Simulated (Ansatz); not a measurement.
Input

```
crystal:
  periodic: [false, false, false]
  atoms:
    - {symbol: Si, position_ang: [0.323424, 0.623605, -0.028241]}
    - {symbol: Si, position_ang: [-1.622058, -0.297697, 0.725027]}
    - {symbol: H, position_ang: [1.298635, -0.325909, -0.696785]}
basis:
  gaussian: {orbitals: def2-TZVP, initial_orbitals: start.molden}
total_charge: 1
magnetization: {spin_polarized: true, initial_magnetization: 4}
hamiltonian: {xc: pbe0, dispersion: d4}
output: {orbitals: {seedname: orbitals}}
```

Command:

```sh
ansatz run in.yaml --threads 4 --pin off --events-out ev --progress --plain --max-ram 3916MiB
```

Geometry: PBE0-D4/def2-TZVP.

The calculation used UKS PBE0-D4/def2-TZVP (Ansatz).

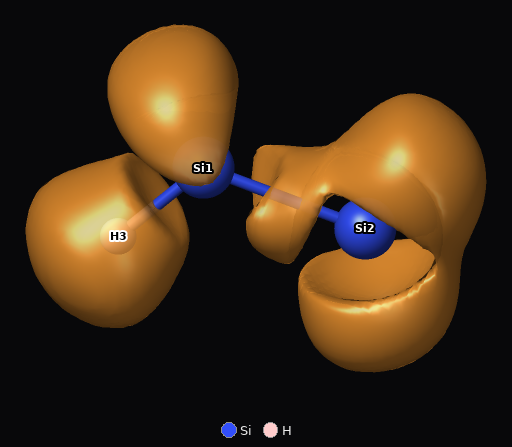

HSi$_{2}$ (charge +1, quintet). Isosurface of the electron localisation function at 0.75 (orange), seen at a tilt. Only the valence region is drawn (cores and ρ < 0.01 e/Å³ removed).

Q: Where are the electrons localised?

A: At this value the surface marks out one region around a hydrogen nucleus, one region on Si in which the atom's valence shell and bonds are merged and one lobe on Si, pointing away from the bonds (non-bonding electrons). Along the contacts the grid gives the following. Si–Si (2.28 Å): the ELF peaks at about 0.90 between the atoms; localised, covalent bonding. Si–H (1.52 Å): the ELF climbs to about 1 towards the hydrogen, as it does in any bond to H.
